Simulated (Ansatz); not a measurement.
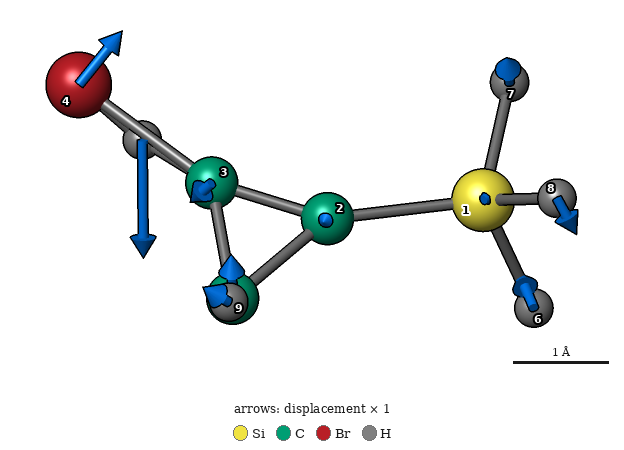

This is a relaxation of C₃H₅BrSi. The starting structure is drawn; blue arrows show the displacements, at their true length. The two geometries are superimposed by the best rigid fit.

A ball-and-stick model, seen from a free direction.

The run prepares an end point of a later path (hydrogen shift) calculation, from a guessed geometry.

Computed with RKS LDA/def2-SVP (Ansatz 0.2.0).

Input file:
```yaml
crystal:
  periodic: [false, false, false]
  atoms:
    - { symbol: Si, position_ang: [-1.4638, -0.5553, 0.2381] }
    - { symbol: C, position_ang: [0.061, 0.0246, -0.1228] }
    - { symbol: C, position_ang: [0.9724, 0.4019, -0.9337] }
    - { symbol: Br, position_ang: [1.7668, 0.7704, -2.4894] }
    - { symbol: C, position_ang: [1.349, 0.3814, 0.4419] }
    - { symbol: H, position_ang: [-2.238, 0.4708, 1.0885] }
    - { symbol: H, position_ang: [-2.2973, -0.6981, -0.9976] }
    - { symbol: H, position_ang: [-1.4584, -1.7897, 0.9427] }
    - { symbol: H, position_ang: [1.9794, -0.4001, 0.8493] }
    - { symbol: H, position_ang: [1.14826, 0.98648, -1.83672] }
basis:
  gaussian: { orbitals: def2-SVP }
hamiltonian:
  xc: lda
relax:
  f_tol: 0.02
  max_steps: 50
```

Run as
```bash
ansatz run input.yaml --threads 2 --pin off --max-ram 3072MiB --backend cpu --events-out ev --progress --plain --runs-dir out
```

Question: Atoms of which element are displaced furthest, and by how much?

Answer: Hydrogen: up to 1.31 Å, against 0.75 Å for bromine.

Question: What did the optimiser do to the structure, and how much energy did it gain?

Answer: The largest move after the best rigid fit is that of H10, 1.31 Å. Largest moves by element: H 1.31 Å, Br 0.75 Å, C 0.58 Å, Si 0.11 Å. Near-neighbour distances that change, for instance: Br4–H10 0.925 → 2.523 Å, C2–C3 1.277 → 1.489 Å, Si1–C2 1.671 → 1.843 Å, C3–Br4 1.785 → 1.953 Å. Bonds break, among them: Br4–H10 (0.92 → 2.52 Å). Bond angles that change, for instance: Br4–C3–H10 25.3° → 107.8°, C2–C3–Br4 158.7° → 118.9°, C2–C5–H9 119.0° → 148.8°. Groups turn about Si1–C2 by about 60°. After 28 accepted moves (30 points after the start) the energy has fallen by 19.627 eV. Largest force component: 45 eV/Å at the start, 0.0091 eV/Å at the end. The line search rejected the trial steps at points 16, 22 of the run. The run took 33 s on 2 threads of Intel(R) Xeon(R) 6975P-C (Granite Rapids), on a shared host, peak memory 0.26 GiB.
